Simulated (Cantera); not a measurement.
Input: 1 mol Si₃N₄, 0.0069 mol H₂O, 1.6 mol H₂, at 0.940 Pa.

Method: chemical equilibrium by Gibbs-energy minimisation in Cantera with the NASA 1993 tables (ideal gas, pure condensed phases). Candidate condensed phases: H₂O, Si, SiO₂, Si₂N₂O, Si₃N₄; 35 gas species. The tables' values for SiN are old estimates; treat these amounts as uncertain. Rates play no part.

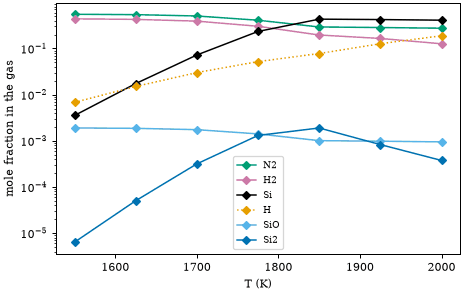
*Equilibrium gas composition (values under 1e-9 drawn at 1e-9)*

Read off the mole fractions at 2000 K.

Si about 0.41, N₂ about 0.27, H about 0.19, H₂ about 0.13, SiO about 0.00095, Si₂ about 0.00038.
